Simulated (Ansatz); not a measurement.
# B3LYP/def2-TZVP run of KLi (Lithium Potassium)

What is the vertical singlet–triplet gap of KLi (Lithium Potassium) at B3LYP/def2-TZVP? 

The calculation is run with Ansatz 0.2.0.

38 further runs of the same task are left out: 38 set aside as unsound or not needed.

## 1. Starting point

The species is KLi (2 atoms), meant as a singlet with charge 0. As SMILES, `[Li][K]`. Geometry: the measured bond length.

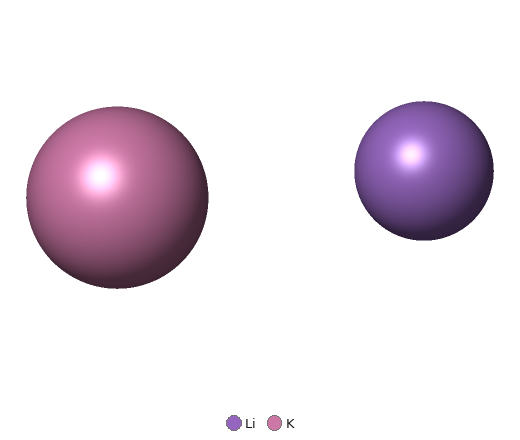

The structure, seen from a chosen angle (lithium purple, potassium pink).

## 2. A single-point energy at B3LYP/def2-TZVP

job.yaml reads:

```yaml
basis:
  gaussian:
    orbitals: def2-TZVP
crystal:
  periodic: [false, false, false]
  atoms:
    - {symbol: Li, position_ang: [0.000000, 0.000000, 0.000000]}
    - {symbol: K, position_ang: [0.000000, 0.000000, 3.270000]}
hamiltonian:
  xc: {name: B3LYP}
output: {orbitals: {seedname: orbitals}}
accuracy: high
```

On the command line:

```sh
$ ansatz run job.yaml --threads 1 --pin off --max-ram 3480MiB --events-out events.jsonl --progress --plain --runs-dir runs
```

The program printed:

```text
Warning: RAYON_NUM_THREADS=1 ignored (pool sized by the plan → 1); use --threads N
Functional definition: B3LYP
  name "B3LYP"
  parameter a0 = 0.2
  parameter ax = 0.72
  parameter ac = 0.81
  exchange = (1 - a0 - ax)*slater_x + ax*b88_x + a0*exact_x
  correlation = (1 - ac)*vwn_rpa_c + ac*lyp_c
820 factors; integrals over basis functions are off by at most 4.0e-9 eV
mean field evaluation 1: about -16529.1388 eV, gradient 5.7e0 eV
mean field evaluation 2: about -16529.0868 eV, gradient 6.7e0 eV
mean field evaluation 4: about -16529.3330 eV, gradient 5.4e-1 eV
mean field evaluation 8: about -16529.3332 eV, gradient 2.1e-2 eV
mean field evaluation 16: about -16529.3333 eV, gradient 2.3e-6 eV
mean field -16529.33325233 eV, -607.4417930388 hartree, gradient 1.3e-8 eV, S^2 0.000000; 0 other end points of the search recorded, 0 dependent functions left out
reference -16529.33327777 eV, -607.4417939735 hartree; 11, 11 occupied and 36, 36 virtual orbitals, 820 factors
Total energy: -16529.33327777 eV, -607.4417939735 hartree
```

It took 2.4 s on 1 thread of Intel Xeon Platinum 8488C (Sapphire Rapids), shared host; peak memory 0.15 GiB.

## 3. The triplet, same level

input.yaml reads:

```yaml
crystal:
  periodic: [false, false, false]
  atoms:
    - {symbol: Li, position_ang: [0.000000, 0.000000, 0.000000]}
    - {symbol: K, position_ang: [0.000000, 0.000000, 3.270000]}
basis:
  gaussian:
    orbitals: def2-TZVP
magnetization:
  spin_polarized: true
  initial_magnetization: 2
hamiltonian:
  xc: {name: B3LYP}
accuracy: high
output: {orbitals: {seedname: orbitals}}
```

On the command line:

```sh
$ ansatz run input.yaml --threads 1 --pin off --max-ram 3480MiB --events-out events.jsonl --progress --plain --runs-dir runs
```

The program printed, shortened:

```text
Warning: RAYON_NUM_THREADS=1 ignored (pool sized by the plan → 1); use --threads N
[... 7 set-up lines as earlier in the session ...]
820 factors; integrals over basis functions are off by at most 4.0e-9 eV
mean field evaluation 1: about -16528.3815 eV, gradient 8.4e-1 eV
mean field evaluation 2: about -16528.3935 eV, gradient 3.8e-1 eV
mean field evaluation 4: about -16528.4261 eV, gradient 1.5e-1 eV
mean field evaluation 8: about -16528.4265 eV, gradient 3.5e-3 eV
mean field evaluation 16: about -16528.4265 eV, gradient 2.1e-6 eV
mean field evaluation 32: about -16527.6040 eV, gradient 8.5e-1 eV
mean field -16528.42647606 eV, -607.4084696255 hartree, gradient 3.5e-8 eV, S^2 2.000031; 5 other end points of the search recorded, 0 dependent functions left out
reference -16528.42651417 eV, -607.4084710257 hartree; 12, 10 occupied and 35, 37 virtual orbitals, 820 factors
Total energy: -16528.42651417 eV, -607.4084710257 hartree
```

It took 17 s on 1 thread of Intel Xeon Platinum 8488C (Sapphire Rapids), shared host; peak memory 0.23 GiB.

## 4. Summary of results

At B3LYP/def2-TZVP:

```
                                        quantity          value
                           singlet: total energy  -607.44179 Eh
                            singlet: HOMO energy       -3.22 eV
                            singlet: LUMO energy       -1.39 eV
                          singlet: HOMO–LUMO gap        1.83 eV
                           triplet: total energy  -607.40847 Eh
     triplet: HOMO energy (highest over α and β)       -2.55 eV
      triplet: LUMO energy (lowest over α and β)       -2.32 eV
                                   triplet: ⟨S²⟩          2.000
vertical energy of the triplet above the singlet       0.907 eV
```

At this shape the triplet lies 0.91 eV (20.9 kcal/mol) above the singlet.
